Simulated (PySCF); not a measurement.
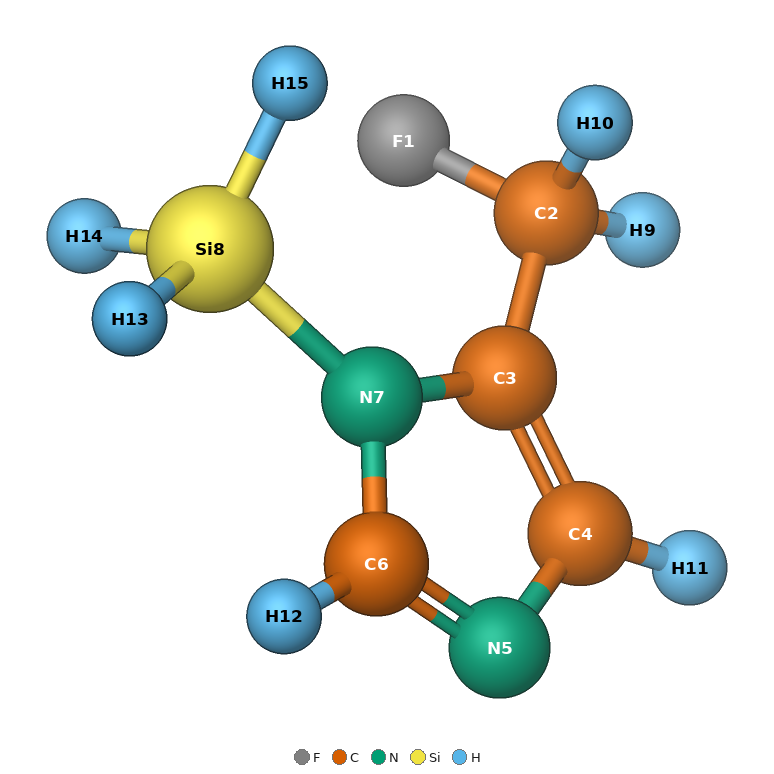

The computed structure is the end point of a PBE0-D3(BJ)/def2-SVP optimisation. No frequency run is at hand to confirm it as a minimum. Level of theory: delta-SCF UKS SCAN, pcX-2 on the ionised atom, pcseg-1 elsewhere, spin-free X2C (PySCF 2.14.0).

Give the core-electron binding energies (to vacuum; p and d levels without spin–orbit splitting) of F1 1s, C2 1s, C3 1s, C4 1s, N5 1s, C6 1s, N7 1s, Si8 1s, Si8 2p.

| atom | level | binding energy (eV) |
| --- | --- | --- |
| F1 | 1s | 692.4 |
| C2 | 1s | 293.5 |
| C3 | 1s | 291.2 |
| C4 | 1s | 290.8 |
| N5 | 1s | 404.3 |
| C6 | 1s | 291.7 |
| N7 | 1s | 405.9 |
| Si8 | 1s | 1847.7 |
| Si8 | 2p | 108.0 |
